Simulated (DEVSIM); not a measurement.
Structure: In0.49Ga0.51P/GaAs p-n heterojunction, at 300 K.

```
layer (left to right)       material  thickness (μm)  Nd (cm⁻³)  Na (cm⁻³)  τn (s)  τp (s)
---------------------  -------------  --------------  ---------  ---------  ------  ------
1                      In0.49Ga0.51P           0.160          -       2e16  5.4e-9  5.4e-9
2                               GaAs           0.210     6.3e16          -  5.4e-9  5.4e-9
```

Left contact: ohmic. Right contact: ohmic. Voltage is applied to the left contact. Recombination: SRH at mid-gap, Auger. Mobility is constant in doping.

Constants are typed, rounded textbook-type inputs, not results; the design itself was drawn at random and stands for no fabricated device. Values at 300 K.

```
parameter      In0.49Ga0.51P    GaAs
-------------  -------------  ------
gap (eV)                1.89   1.424
affinity (eV)              4    4.07
permittivity            11.8    12.9
Nc (cm⁻³)               9e17  4.7e17
Nv (cm⁻³)             1.3e19    9e18
μn (cm²/Vs)             1500    8500
μp (cm²/Vs)               80     400
Cn (cm⁶/s)             3e-30   1e-30
Cp (cm⁶/s)             3e-30   1e-30
```

Model (solved in DEVSIM): 1D drift-diffusion, Boltzmann statistics, complete ionisation; no tunnelling, impact ionisation, image-force lowering or self-heating. Band offsets follow the typed affinities; no thermionic-emission limit at abrupt steps, no polarisation charge.

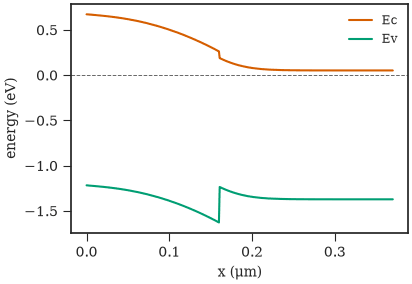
Fig. 1. Band edges at 1.05 V on the left contact

Energies count from the Fermi level of the right contact; mesh points crowd at the junctions.

```json
[
 {"x (μm)": "0.000", "Ec (eV)": "0.673", "Ev (eV)": "-1.217", "n (cm⁻³)": "< 1e2", "p (cm⁻³)": "2.0e16", "field (V/cm)": "-7900"},
 {"x (μm)": "0.003306", "Ec (eV)": "0.670", "Ev (eV)": "-1.220", "n (cm⁻³)": "620000", "p (cm⁻³)": "1.8e16", "field (V/cm)": "-7900"},
 {"x (μm)": "0.009288", "Ec (eV)": "0.665", "Ev (eV)": "-1.225", "n (cm⁻³)": "1900000", "p (cm⁻³)": "1.5e16", "field (V/cm)": "-8300"},
 {"x (μm)": "0.01859", "Ec (eV)": "0.657", "Ev (eV)": "-1.233", "n (cm⁻³)": "4600000", "p (cm⁻³)": "1.1e16", "field (V/cm)": "-9300"},
 {"x (μm)": "0.04214", "Ec (eV)": "0.630", "Ev (eV)": "-1.260", "n (cm⁻³)": "2.1e7", "p (cm⁻³)": "3.9e15", "field (V/cm)": "-14000"},
 {"x (μm)": "0.07265", "Ec (eV)": "0.575", "Ev (eV)": "-1.315", "n (cm⁻³)": "2.0e8", "p (cm⁻³)": "4.6e14", "field (V/cm)": "-22000"},
 {"x (μm)": "0.1093", "Ec (eV)": "0.472", "Ev (eV)": "-1.418", "n (cm⁻³)": "1.0e10", "p (cm⁻³)": "8.6e12", "field (V/cm)": "-34000"},
 {"x (μm)": "0.1371", "Ec (eV)": "0.367", "Ev (eV)": "-1.523", "n (cm⁻³)": "6.2e11", "p (cm⁻³)": "1.4e11", "field (V/cm)": "-42000"},
 {"x (μm)": "0.1481", "Ec (eV)": "0.319", "Ev (eV)": "-1.571", "n (cm⁻³)": "4.0e12", "p (cm⁻³)": "2.0e10", "field (V/cm)": "-46000"},
 {"x (μm)": "0.1548", "Ec (eV)": "0.287", "Ev (eV)": "-1.603", "n (cm⁻³)": "1.3e13", "p (cm⁻³)": "4.1e9", "field (V/cm)": "-48000"},
 {"x (μm)": "0.1591", "Ec (eV)": "0.267", "Ev (eV)": "-1.623", "n (cm⁻³)": "3.0e13", "p (cm⁻³)": "4.4e8", "field (V/cm)": "-49000"},
 {"x (μm)": "0.1633", "Ec (eV)": "0.178", "Ev (eV)": "-1.246", "n (cm⁻³)": "4.9e14", "p (cm⁻³)": "1.9e12", "field (V/cm)": "-42000"},
 {"x (μm)": "0.1688", "Ec (eV)": "0.156", "Ev (eV)": "-1.268", "n (cm⁻³)": "1.1e15", "p (cm⁻³)": "8.0e11", "field (V/cm)": "-37000"},
 {"x (μm)": "0.1779", "Ec (eV)": "0.125", "Ev (eV)": "-1.299", "n (cm⁻³)": "3.7e15", "p (cm⁻³)": "2.5e11", "field (V/cm)": "-29000"},
 {"x (μm)": "0.2013", "Ec (eV)": "0.077", "Ev (eV)": "-1.347", "n (cm⁻³)": "2.4e16", "p (cm⁻³)": "3.7e10", "field (V/cm)": "-13000"},
 {"x (μm)": "0.2348", "Ec (eV)": "0.056", "Ev (eV)": "-1.368", "n (cm⁻³)": "5.4e16", "p (cm⁻³)": "1.4e10", "field (V/cm)": "-2300"},
 {"x (μm)": "0.2809", "Ec (eV)": "0.052", "Ev (eV)": "-1.372", "n (cm⁻³)": "6.2e16", "p (cm⁻³)": "8.1e9", "field (V/cm)": "-170"},
 {"x (μm)": "0.3204", "Ec (eV)": "0.052", "Ev (eV)": "-1.372", "n (cm⁻³)": "6.3e16", "p (cm⁻³)": "4.5e9", "field (V/cm)": "-17"},
 {"x (μm)": "0.3468", "Ec (eV)": "0.052", "Ev (eV)": "-1.372", "n (cm⁻³)": "6.3e16", "p (cm⁻³)": "2.1e9", "field (V/cm)": "≈ 0"},
 {"x (μm)": "0.3587", "Ec (eV)": "0.052", "Ev (eV)": "-1.372", "n (cm⁻³)": "6.3e16", "p (cm⁻³)": "1.0e9", "field (V/cm)": "≈ 0"},
 {"x (μm)": "0.3652", "Ec (eV)": "0.052", "Ev (eV)": "-1.372", "n (cm⁻³)": "6.3e16", "p (cm⁻³)": "4.4e8", "field (V/cm)": "≈ 0"},
 {"x (μm)": "0.3700", "Ec (eV)": "0.052", "Ev (eV)": "-1.372", "n (cm⁻³)": "6.3e16", "p (cm⁻³)": "< 1e2", "field (V/cm)": "≈ 0"}
]
```
